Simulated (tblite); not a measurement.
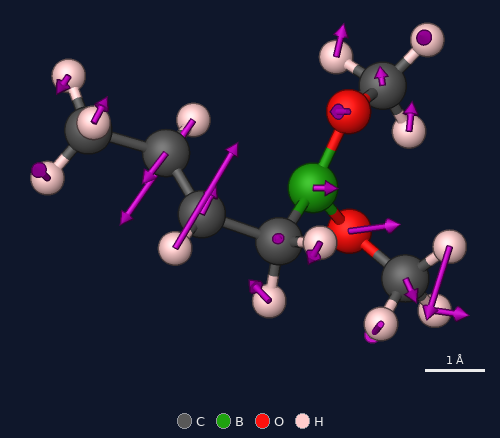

This is a relaxation of C₆H₁₃BO₂. The starting structure is drawn; purple arrows show the displacements, at their true length. The two geometries are superimposed by the best rigid fit.

The picture is a ball-and-stick view, seen at a tilt.

Computed with GFN2-xTB geometry optimisation, gas phase in tblite 0.8.0. 

Describe the change and its energy.

Over 233 geometry steps the energy falls by 167.5 kJ/mol. The atom that moves furthest after the best rigid fit is an H atom (2.23 Å). By element the largest moves are H 2.23 Å, O 1.05 Å, C 0.70 Å, B 0.45 Å. Among the contacts that change: B–O 1.471 → 1.346 Å, B–O 1.463 → 1.366 Å, C–H 1.126 → 1.091 Å, C–O 1.377 → 1.411 Å. Bond angles that change, for instance: B–O–C 105.8° → 123.7°, B–O–C 107.9° → 123.5°, C–B–O 114.1° → 123.1°. Groups turn about C–C by about 110°, C–C by about 60°, C–O by about 60°. The run took 3 s on 1 thread of Intel(R) Xeon(R) Platinum 8375C CPU @ 2.90GHz, on a shared host.
